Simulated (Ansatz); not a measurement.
```xyz
9

C    -1.2307   -0.2117   -0.2677
V     0.6837    0.3252   -0.1086
O     1.1590   -0.1399    1.4956
S     1.5895   -0.7729   -1.5003
Cl    0.7759    2.4302   -0.5221
H    -1.7366    0.3699    0.5102
H    -1.5959    0.0576   -1.2596
H    -1.3493   -1.2808   -0.0918
H     1.7929   -0.8241    1.7272
```

Geometry: PBE0-D4/def2-TZVP.

Theory: RKS PBE0-D4/def2-TZVPP in Ansatz.

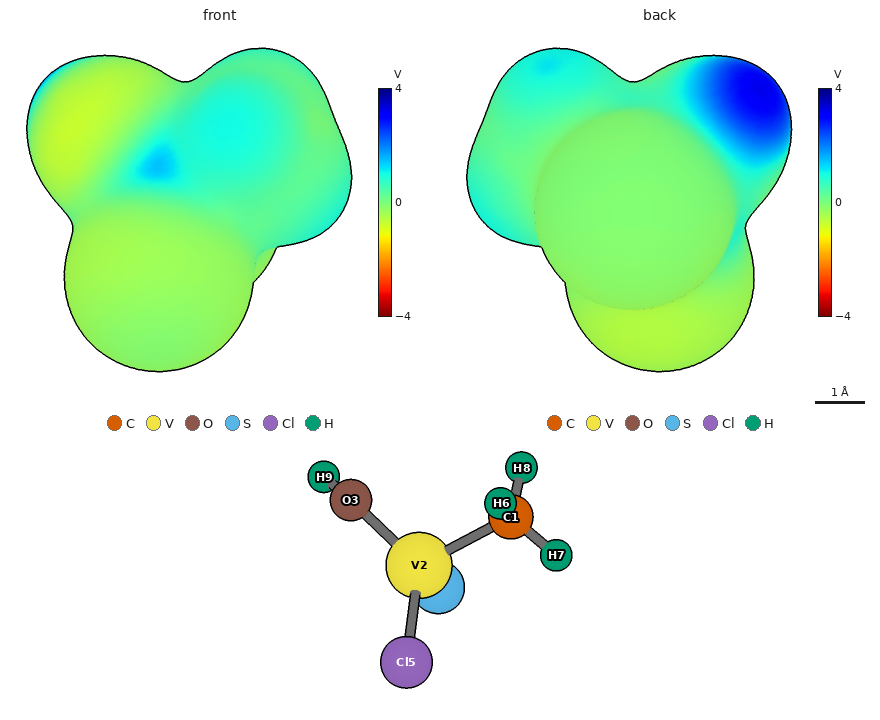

CH₄ClOSV (SMILES [CH3][V]([OH])(=[S])[Cl]). The molecular electrostatic potential painted on the density surface at 0.002 e/bohr³, seen from the front and from behind; the colour scale runs from red (negative) to blue (positive). The bare structure is drawn below in the same view.

### Where is the surface potential most negative and most positive?

The most negative region (about −0.7 V) lies over O3, the most positive (about +3.0 V) over H9.
